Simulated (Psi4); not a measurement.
## Single-point calculation, with input and output: C2H4OS (charge +1) (part 2 of 2)

The same run, continued: C2H4OS, charge +1, multiplicity 2; CCSD/def2-SVP, UHF (Psi4 1.11). The geometry is that of the parent species in another charge or spin state. The geometry comes from this level: PBE0-D4/def2-TZVP.

Geometry of the input (Å):
```
C  0.0094  1.0552  -0.0019
C  0.2786  -0.4120  -0.1776
O  1.1551  -0.8609  -0.8579
S  -0.8805  -1.4407  0.7176
H  0.9279  1.6110  -0.1850
H  -0.3842  1.2806  0.9899
H  -0.7380  1.3591  -0.7400
H  -0.3684  -2.5923  0.2549
```

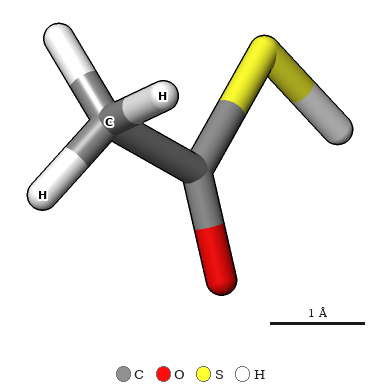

**Figure 1.** The structure (stick view, seen at a tilt).

Output, continued
```
	IRREP	# MOs	# FZDC	# DOCC	# SOCC	# VIRT	# FZVR
	-----	-----	------	------	------	------	------
	 A	   80	    8	    11	    1	    60	    0
	Transforming integrals...
	IWL integrals will be deleted.
	(OO|OO)...
	Presorting SO-basis two-electron integrals.
	Sorting File: SO Ints (nn|nn) nbuckets = 1
	Constructing frozen core operators
	Starting AA/AB first half-transformation.
	Sorting AA/AB half-transformed integrals.
	Starting BB first half-transformation.
	Sorting BB half-transformed integrals.
	First half integral transformation complete.
	Starting AA second half-transformation.
	Starting AB second half-transformation.
	Starting BB second half-transformation.
	Two-electron integral transformation complete.
	(OO|OV)...
	Starting AA second half-transformation.
	Starting AB second half-transformation.
	Starting BB second half-transformation.
	Two-electron integral transformation complete.
	(OO|VV)...
	Starting AA second half-transformation.
	Starting AB second half-transformation.
	Starting BB second half-transformation.
	Two-electron integral transformation complete.
	(OV|OO)...
	Starting AA/AB first half-transformation.
	Sorting AA/AB half-transformed integrals.
	Starting BB first half-transformation.
	Sorting BB half-transformed integrals.
	First half integral transformation complete.
	Starting AA second half-transformation.
	Starting AB second half-transformation.
	Starting BB second half-transformation.
	Two-electron integral transformation complete.
	(OV|OV)...
	Starting AA second half-transformation.
	Starting AB second half-transformation.
	Starting BB second half-transformation.
	Two-electron integral transformation complete.
	(OV|VV)...
	Starting AA second half-transformation.
	Starting AB second half-transformation.
	Starting BB second half-transformation.
	Two-electron integral transformation complete.
	(VV|OO)...
	Starting AA/AB first half-transformation.
	Sorting AA/AB half-transformed integrals.
	Starting BB first half-transformation.
	Sorting BB half-transformed integrals.
	First half integral transformation complete.
	Starting AA second half-transformation.
	Starting AB second half-transformation.
	Starting BB second half-transformation.
	Two-electron integral transformation complete.
	(VV|OV)...
	Starting AA second half-transformation.
	Starting AB second half-transformation.
	Starting BB second half-transformation.
	Two-electron integral transformation complete.
	(VV|VV)...
	Starting AA second half-transformation.
	Starting AB second half-transformation.
	Starting BB second half-transformation.
	Two-electron integral transformation complete.
	Frozen core energy     =   -603.41724104940840

	Size of irrep 0 of <AB|CD> integrals:      3.133 (MW) /     25.063 (MB)
	Total:                                     3.133 (MW) /     25.063 (MB)

	Size of irrep 0 of <ab|cd> integrals:      3.349 (MW) /     26.791 (MB)
	Total:                                     3.349 (MW) /     26.791 (MB)

	Size of irrep 0 of <Ab|Cd> integrals:     13.396 (MW) /    107.165 (MB)
	Total:                                    13.396 (MW) /    107.165 (MB)

	Size of irrep 0 of <IA|BC> integrals:      2.592 (MW) /     20.736 (MB)
	Total:                                     2.592 (MW) /     20.736 (MB)

	Size of irrep 0 of <ia|bc> integrals:      2.497 (MW) /     19.974 (MB)
	Total:                                     2.497 (MW) /     19.974 (MB)

	Size of irrep 0 of <Ia|Bc> integrals:      2.679 (MW) /     21.433 (MB)
	Total:                                     2.679 (MW) /     21.433 (MB)

	Size of irrep 0 of <iA|bC> integrals:      2.416 (MW) /     19.325 (MB)
	Total:                                     2.416 (MW) /     19.325 (MB)

	Size of irrep 0 of tIjAb amplitudes:       0.483 (MW) /      3.865 (MB)
	Total:                                     0.483 (MW) /      3.865 (MB)

	Nuclear Rep. energy          =    154.20013631815286
	SCF energy                   =   -549.87768445362155
	One-electron energy          =   -178.90902138804415
	Two-electron (AA) energy     =     18.74711180035569
	Two-electron (BB) energy     =     15.82099529018795
	Two-electron (AB) energy     =     43.68033457513409
	Two-electron energy          =     78.24844166567772
	Reference energy             =   -549.87768445362201

	total time  =         11 seconds =       0.18 minutes
            **************************
            *                        *
            *        CCENERGY        *
            *                        *
            **************************

    Nuclear Rep. energy (wfn)     =  154.200136318152857
    SCF energy          (wfn)     = -549.877684453621555
    Reference energy    (file100) = -549.877684453622010

    Input parameters:
    -----------------
    Wave function   =     CCSD
    Reference wfn   =     UHF
    Brueckner       =     No
    Memory (Mbytes) =     2200.0
    Maxiter         =    100
    R_Convergence   =     1.0e-07
    E_Convergence   =     1.0e-09
    Restart         =     Yes
    DIIS            =     Yes
    AO Basis        =     NONE
    ABCD            =     NEW
    Cache Level     =     2
    Cache Type      =     LRU
    Print Level     =     1
    Num. of threads =     1
    # Amps to Print =     10
    Print MP2 Amps? =     No
    Analyze T2 Amps =     No
    Print Pair Ener =     No
    Local CC        =     No
    SCS-MP2         =     False
    SCSN-MP2        =     False
    SCS-CCSD        =     False

MP2 correlation energy -0.5450071944455370
                Solving CC Amplitude Equations
                ------------------------------
  Iter             Energy              RMS        T1Diag      D1Diag    New D1Diag    D2Diag
  ----     ---------------------    ---------   ----------  ----------  ----------   --------
     0        -0.545007194445537    0.000e+00    0.000000    0.000000    0.000000    0.000000
     1        -0.568695081130145    1.167e-01    0.019924    0.000000    0.000000    0.000000
     2        -0.589039186551902    4.703e-02    0.025109    0.000000    0.000000    0.000000
     3        -0.597283900818679    3.483e-02    0.034723    0.000000    0.000000    0.000000
     4        -0.598591999228318    1.776e-02    0.041430    0.000000    0.000000    0.000000
     5        -0.598832676606863    8.614e-03    0.045116    0.000000    0.000000    0.000000
     6        -0.598988824252674    4.118e-03    0.046005    0.000000    0.000000    0.000000
     7        -0.599119962973570    2.269e-03    0.046476    0.000000    0.000000    0.000000
     8        -0.599172442800827    1.310e-03    0.046620    0.000000    0.000000    0.000000
     9        -0.599172744989975    7.303e-04    0.046664    0.000000    0.000000    0.000000
    10        -0.599172628000054    5.744e-04    0.046707    0.000000    0.000000    0.000000
    11        -0.599169793987747    5.688e-04    0.046710    0.000000    0.000000    0.000000
    12        -0.599163051550692    5.574e-04    0.046727    0.000000    0.000000    0.000000
    13        -0.599165373697366    5.732e-04    0.046706    0.000000    0.000000    0.000000
    14        -0.599170390059794    5.908e-04    0.046952    0.000000    0.000000    0.000000
    15        -0.599181493767726    5.637e-04    0.047629    0.000000    0.000000    0.000000
    16        -0.599211457820574    4.750e-04    0.051344    0.000000    0.000000    0.000000
    17        -0.599211876958548    3.306e-04    0.052242    0.000000    0.000000    0.000000
    18        -0.599211548079664    2.698e-04    0.055689    0.000000    0.000000    0.000000
    19        -0.599209771895862    1.545e-04    0.056903    0.000000    0.000000    0.000000
    20        -0.599212122772161    5.460e-05    0.057128    0.000000    0.000000    0.000000
    21        -0.599215134164198    2.408e-05    0.057473    0.000000    0.000000    0.000000
    22        -0.599213494437723    2.217e-05    0.057383    0.000000    0.000000    0.000000
    23        -0.599213655017217    8.351e-06    0.057368    0.000000    0.000000    0.000000
    24        -0.599213674693015    3.758e-06    0.057401    0.000000    0.000000    0.000000
    25        -0.599213633247552    9.466e-07    0.057393    0.000000    0.000000    0.000000
    26        -0.599213638525887    5.824e-07    0.057401    0.000000    0.000000    0.000000
    27        -0.599213618532913    3.026e-07    0.057401    0.000000    0.000000    0.000000
    28        -0.599213611425820    1.858e-07    0.057400    0.000000    0.000000    0.000000
    29        -0.599213607722112    8.679e-08    0.057399    0.000000    0.000000    0.000000
    30        -0.599213606841544    4.926e-08    0.057399    0.000000    0.000000    0.000000
    31        -0.599213606933148    1.713e-08    0.057399    0.000000    0.000000    0.000000

    Iterations converged.

    Largest TIA Amplitudes:
              6   1        -0.1162911198
              6   0         0.0539278358
              8   1         0.0402419583
              6  12        -0.0311790646
             11   2        -0.0296630096
             10   1         0.0276058050
              5   2        -0.0241437014
              8   0        -0.0206588557
             11   7         0.0142877206
             11   0         0.0134540098

    Largest Tia Amplitudes:
             10   0         0.1548078300
              9   2        -0.1166211641
              6   2         0.0583807670
              9   0         0.0374523095
              9  31         0.0280662786
             10   1         0.0248597201
             10   3        -0.0241987887
             10   2        -0.0202573153
              5   3        -0.0189866069
             10   8         0.0188494629

    Largest TIJAB Amplitudes:
     11   8   2   1         0.0153046328
     11   8   7   1        -0.0096418380
      8   7  14   8         0.0095601079
      6   4  22   1        -0.0091709382
      8   7  14   0         0.0090942634
     11   8   1   0         0.0083774772
      7   4   6   0        -0.0081459836
      8   7  11   8         0.0078414542
     11   8   2   0        -0.0075124715
      6   5   7   1        -0.0075008690

    Largest Tijab Amplitudes:
     10   9   3   0        -0.0176909643
     10   6   3   0         0.0141163248
     10   9   8   2        -0.0128502650
     10   9   8   0         0.0107372130
     10   9   2   0         0.0106118865
      6   5   8   2        -0.0104022586
     10   9   1   0         0.0103982549
      9   5   3   2        -0.0097815379
      9   5   2   1        -0.0092901601
     10   6   1   0        -0.0080662214

    Largest TIjAb Amplitudes:
      6   9   1   2         0.0691169626
      6   6   1   2        -0.0553743662
      8   9   1   0         0.0442273265
      7   7   0   1        -0.0389639214
      8   9   1   2        -0.0360383724
      6   9   0   2        -0.0320388206
      6   9   1   0        -0.0290091826
      8   6   1   0        -0.0285977747
     11  10   2   3        -0.0282170502
      6   6   0   2         0.0253789875

    SCF energy       (wfn)                    = -549.877684453621555
    Reference energy (file100)                = -549.877684453622010

    Opposite-spin MP2 correlation energy      =   -0.408605435334111
    Same-spin MP2 correlation energy          =   -0.136401759111426
    Singles MP2 correlation energy            =   -0.000000000000000
    MP2 correlation energy                    =   -0.545007194445537
      * MP2 total energy                      = -550.422691648067598

    Opposite-spin CCSD correlation energy     =   -0.472723671818962
    Same-spin CCSD correlation energy         =   -0.126489935114186
    Singles CCSD correlation energy           =    0.000000000000000
    CCSD correlation energy                   =   -0.599213606933148
      * CCSD total energy                     = -550.476898060555186

  Variable Map:
  ----------------------------------------------------------------------------
  "CC D1 DIAGNOSTIC"                      =>       0.000000000000
  "CC D2 DIAGNOSTIC"                      =>       0.000000000000
  "CC NEW D1 DIAGNOSTIC"                  =>       0.000000000000
  "CC T1 DIAGNOSTIC"                      =>       0.057398882191
  "CCSD CORRELATION ENERGY"               =>      -0.599213606933
  "CCSD DOUBLES ENERGY"                   =>      -0.599213606933
  "CCSD ITERATIONS"                       =>      31.000000000000
  "CCSD OPPOSITE-SPIN CORRELATION ENERGY" =>      -0.472723671819
  "CCSD SAME-SPIN CORRELATION ENERGY"     =>      -0.126489935114
  "CCSD SINGLES ENERGY"                   =>       0.000000000000
  "CCSD TOTAL ENERGY"                     =>    -550.476898060555
  "CURRENT CORRELATION ENERGY"            =>      -0.599213606933
  "CURRENT ENERGY"                        =>    -550.476898060555
  "CURRENT REFERENCE ENERGY"              =>    -549.877684453622
  "DD SOLVATION ENERGY"                   =>       0.000000000000
  "HF KINETIC ENERGY"                     =>     549.481605725204
  "HF POTENTIAL ENERGY"                   =>   -1099.359290178826
  "HF TOTAL ENERGY"                       =>    -549.877684453621
  "HF VIRIAL RATIO"                       =>       2.000720822543
  "MP2 CORRELATION ENERGY"                =>      -0.545007194446
  "MP2 DOUBLES ENERGY"                    =>      -0.545007194446
  "MP2 OPPOSITE-SPIN CORRELATION ENERGY"  =>      -0.408605435334
  "MP2 SAME-SPIN CORRELATION ENERGY"      =>      -0.136401759111
  "MP2 SINGLES ENERGY"                    =>      -0.000000000000
  "MP2 TOTAL ENERGY"                      =>    -550.422691648068
  "NUCLEAR REPULSION ENERGY"              =>     154.200136318153
  "ONE-ELECTRON ENERGY"                   =>   -1052.659564277677
  "PCM POLARIZATION ENERGY"               =>       0.000000000000
  "PE ENERGY"                             =>       0.000000000000
  "SCF ITERATION ENERGY"                  =>    -549.877684453622
  "SCF ITERATIONS"                        =>      24.000000000000
  "SCF TOTAL ENERGY"                      =>    -549.877684453622
  "TWO-ELECTRON ENERGY"                   =>     348.581743505903

  Array Variable Map:
  ----------------------------------------------------------------------------
  "CURRENT DIPOLE"                        =>      -1.035563715812 ... 0.734534007436 1 by 3
  "SCF DIPOLE"                            =>      -1.035563715812 ... 0.734534007436 1 by 3
  "SCF TOTAL ENERGIES"                    =>    -549.578809478725 ... -549.877684453622 1 by 25

    Psi4 run time: 0:02:01.77
```

Results in brief

| quantity | value |
| --- | --- |
| outcome | converged |
| total energy | −550.476898 hartree |
| SCF energy | −549.877684 hartree |
| MP2 energy | −550.422692 hartree |
| CCSD energy | −550.476898 hartree |
| correlation energy | −0.599214 hartree |
| basis functions | 80 |
| T1 diagnostic | 0.057 |
| ⟨S²⟩ | 0.935 |
| wall time | 2.1 min |
| peak memory | 0.45 GiB |

Notes

Further notes kept with the run: large T1; spin contaminated. ⟨S²⟩ is 0.94 against 0.75 for a pure state: the solution is spin-contaminated.
